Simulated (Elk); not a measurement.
Band structure of BaMg₃ (Pmm2, 4 atoms in the cell).

```
BaMg3
1.0
    3.63340     0.00000     0.00000
    0.00000     5.19982     0.00000
    0.00000     0.00000     6.71728
Ba Mg
1 3
Cartesian
  0.00000   0.00000   1.07033
  1.81670   0.00000   4.42669
  1.81670   2.59991   2.72352
  0.00000   2.59991   5.21396
```

Method: Elk with LDA (PW92), all-electron FP-LAPW, Elk's shipped species files, APW+lo basis with extra local orbitals.

Settings: rgkmax = 8; stype = 0; swidth = 0.00367493 Ha; ngridk = 7 5 4; gmaxvr = 16 1/bohr; nxlo = 2; lorbcnd = true; lmaxi = 3; maxscl = 100.

The starting cell comes from a database of computed structures (which also holds hypothetical and non-ambient phases and stackings), without a prior relaxation at this level. Its lattice was rescaled by a random factor within 2.5 % of one. Values depend on the basis (sphere radii, cutoffs, local orbitals), which need not be converged.

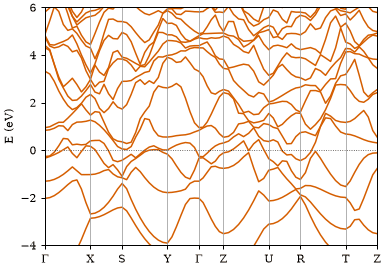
Fig. 1. Bands along the path, energies from the Fermi level.

Levels in eV from the Fermi level, bands 22 to 29:
```csv
point,22,23,24,25,26,27,28,29
Γ,-5.61,-2.03,-1.31,-0.33,-0.27,0.83,0.95,3.31
X,-2.86,-2.68,-1.03,0.16,0.39,1.26,1.47,2.34
S,-2.40,-1.40,-1.16,-1.10,-0.43,0.05,0.35,1.73
Y,-4.35,-3.91,-1.79,-0.17,0.01,0.55,2.61,3.90
Z,-5.13,-3.51,-0.77,-0.12,0.30,0.54,2.42,2.55
U,-3.12,-2.14,-0.84,-0.36,0.36,1.08,1.54,1.94
R,-1.95,-1.88,-1.61,-1.23,-0.44,0.74,1.55,1.60
T,-4.41,-3.32,-1.99,-1.53,0.68,1.16,2.74,3.18
```

Bands cross the Fermi level along this path, so the cell is metallic at this level.
